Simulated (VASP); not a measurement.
Band structure of TaGa3 (space group I4/mmm). Computed with LDA (Ceperley-Alder, Perdew-Zunger), VASP's LDA PAW potentials (set 64) (plane waves; VASP).

Unless said otherwise, spin-orbit coupling is left out, though it shifts the bands of the heavy elements here.

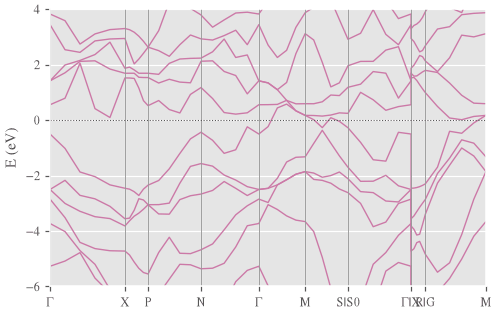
Bands along high-symmetry lines, zero at the valence-band maximum or, without a gap, the Fermi level

Read the plot: is there a gap, and where are the band edges?

It has no gap at this level: it comes out as a metal or semimetal.

The structure comes from a computed database's TaGa3 entry; how it stands against other phases isn't given here. The cell was not relaxed at this level.
